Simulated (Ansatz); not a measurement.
# FHNOSi (charge +1): what the fields show

```yaml
atoms:
  - { symbol: F, position_ang: [0.4477, -5.1001, -1.6008] }
  - { symbol: N, position_ang: [0.4563, -2.1200, -3.4546] }
  - { symbol: O, position_ang: [1.0935, -3.1692, -3.3939] }
  - { symbol: Si, position_ang: [1.4832, -3.8956, -1.3528] }
  - { symbol: H, position_ang: [0.3269, -1.8876, -4.4886] }
```

Geometry: BLYP-D3(BJ)/def2-SVP.

The calculation used isolated molecule in a Gaussian basis; Kohn-Sham density functional theory, functional PBE0 (Ansatz 0.2.0).

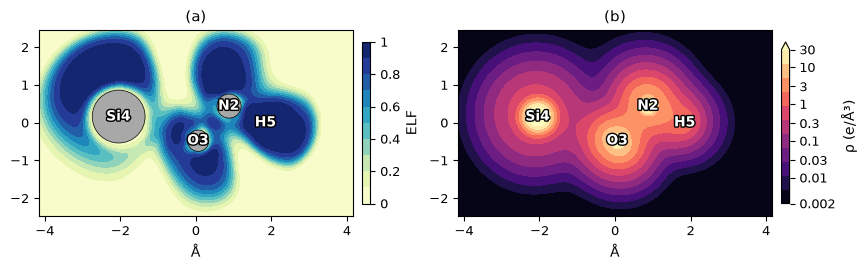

Figure 1. (a) electron localisation function; (b) total electron density on the plane of atoms O3, N2 and H5. Grey discs cover the atomic cores in the ELF map.

> Interpret the plot.

The plane passes through N, O, Si and H nuclei. N–O (1.23 Å): the density is about 3.4 e/Å³ at the midpoint; the ELF peaks at about 0.85 between the atoms, as expected for localised, covalent bonding. N–H (1.07 Å): the density is about 2.9 e/Å³ at the midpoint; the ELF climbs to about 1 towards the hydrogen, as it does in any bond to H; an ordinary covalent bond to hydrogen. The ELF also peaks beside O3, N2 and Si4, away from the bonds: lone-pair regions.

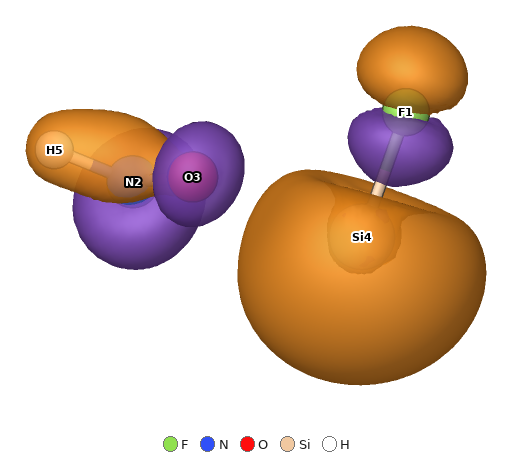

Figure 2. The HOMO−1 at ±0.1 Å⁻³ᐟ² (orange and purple are the two phases), seen across its widest extent.

> What is the character of this orbital?

It lies mainly on Si4 (about 65 %), N2 (about 15 %) and F1 (about 15 %). Its energy is −15.99 eV.

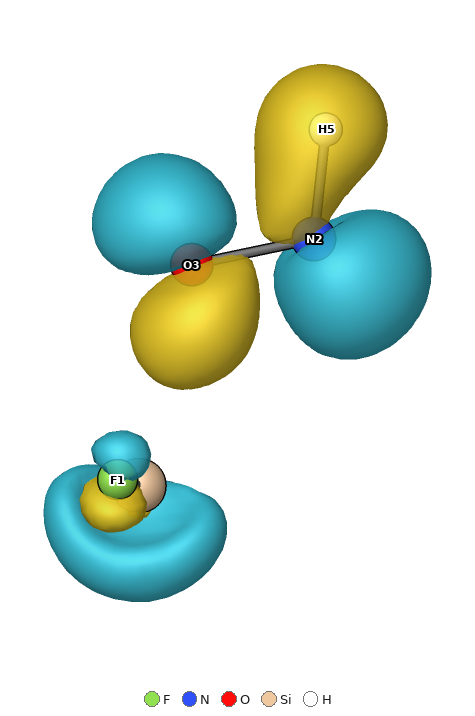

Figure 3. One frontier orbital at ±0.15 Å⁻³ᐟ² (yellow and cyan are the two phases), seen at an oblique angle.

> Which orbital is it: HOMO or LUMO?

The HOMO, at −14.19 eV. Its weight (Hirshfeld) is mainly on O3 (about 40 %), N2 (about 35 %), Si4 (about 15 %) and H5 (about 10 %).
